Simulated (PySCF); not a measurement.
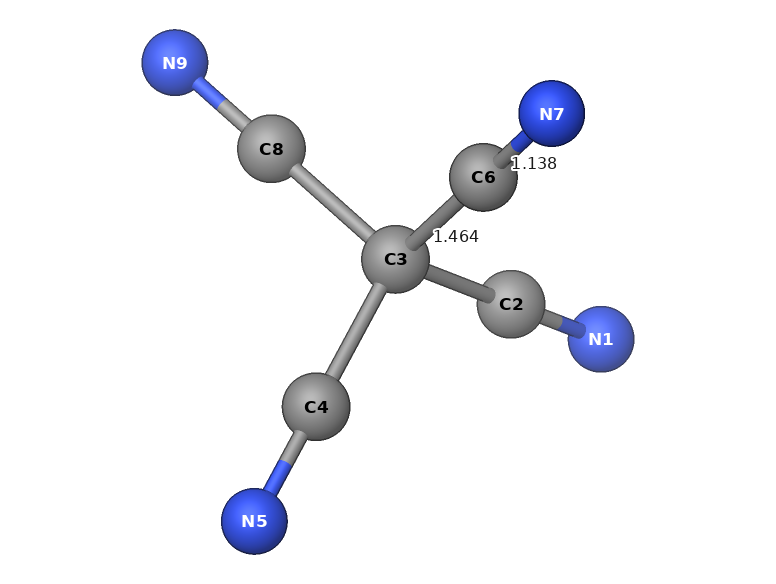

Bond lengths are marked in Å; every bond is drawn as one stick. The geometry was computed by an optimisation with GFN2-xTB. No frequency run is at hand to confirm it as a minimum.

Assign a bond order to each marked bond.

Answer. C3–C6 single; C6–N7 triple.

Give the structure as SMILES.

Answer. N#CC(C#N)(C#N)C#N
